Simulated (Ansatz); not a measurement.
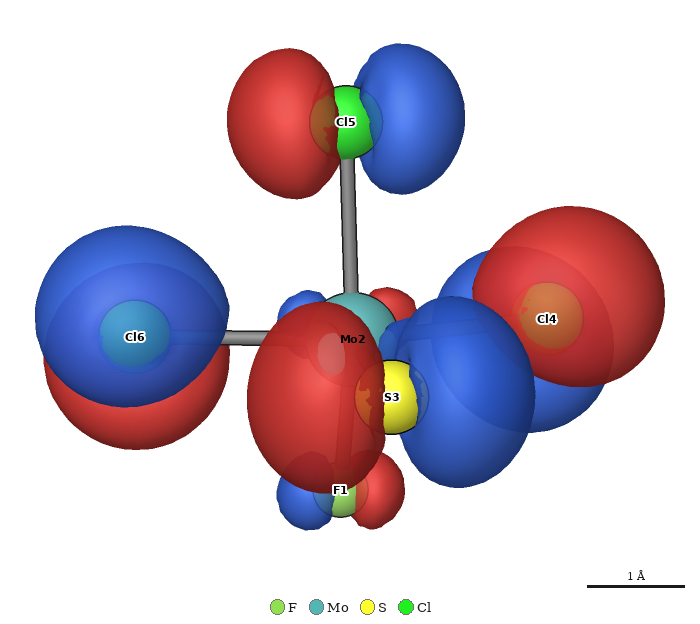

Figure 1: Cl3FMoS. The HOMO−1 at ±0.1 Å⁻³ᐟ² (red and blue are the two phases), seen at a tilt.

Geometry: PBE0-D4/def2-TZVP; core potentials replace the inner electrons of Mo.

Computed with Ansatz 0.2.0, RKS PBE0-D4/def2-TZVPP.

```xyz
6

F    -1.6442   -0.5234    0.7594
Mo   -0.0128   -0.0389    0.0391
S     1.3913   -0.7601    1.3572
Cl   -0.3963   -1.7331   -1.4243
Cl    1.2423    0.9524   -1.5685
Cl   -0.5383    2.0390    0.7909
```

Describe this orbital and give its energy.

Answer. Its weight (Hirshfeld) is mainly on Cl4 (about 30 %), Cl6 (about 30 %), S3 (about 25 %), Cl5 (about 10 %) and Mo2 (about 5 %); largely a combination of lone pairs on Cl4, Cl6, S3 and Cl5. Its energy is −9.12 eV.
